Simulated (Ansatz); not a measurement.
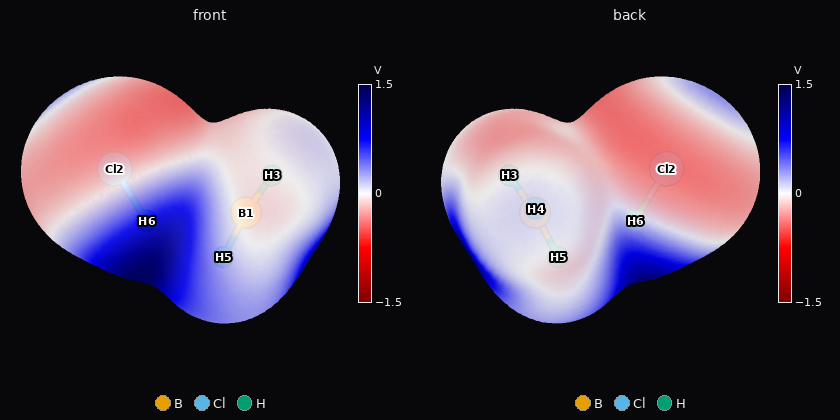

Figure 1: BH3···HCl. The electrostatic potential painted on the density surface at 0.001 e/bohr³, seen from the front and from behind; the colour scale runs from red (negative) to blue (positive).

Not at a stationary point (largest force 1.0 eV/Å).

Computed with RKS PBE/def2-SVP in Ansatz 0.2.0.

Input

```
crystal:
  periodic: [false, false, false]
  atoms:
    - { symbol: B, position_ang: [0.0, 0.0, 0.0] }
    - { symbol: Cl, position_ang: [0.0, 0.0, 2.21] }
    - { symbol: H, position_ang: [1.0305, 0.0, -0.595] }
    - { symbol: H, position_ang: [-1.0305, 0.0, -0.595] }
    - { symbol: H, position_ang: [0.0623, -1.4126, 0.4698] }
    - { symbol: H, position_ang: [0.0555, -1.258, 1.3665] }
basis:
  gaussian: { orbitals: def2-SVP }
hamiltonian:
  xc: pbe
relax:
  f_tol: 0.15
  max_steps: 25
  restrain:
    - { distance: [0, 4], at: 1.19, k: 30.0 }
    - { distance: [5, 1], at: 1.37, k: 30.0 }
    - { distance: [0, 1], at: 3.06, k: 30.0 }
    - { distance: [5, 4], at: 1.86, k: 30.0 }
output:
  orbitals: {}
```

Run with:

```sh
ansatz run input.yaml --threads 1 --pin off --max-ram 2048MiB --backend cpu --events-out ev --progress --plain --runs-dir out
```

The fields are those of the run's last geometry, not of the input's.

Question: Describe the electrostatic potential map.

Answer: The most negative region (about −0.4 V) lies over Cl2, the most positive (about +1.4 V) over B1 and H6. Cl2 shows a σ-hole: about +0.3 V at the tip opposite its bond, against about −0.3 V on its flanks.
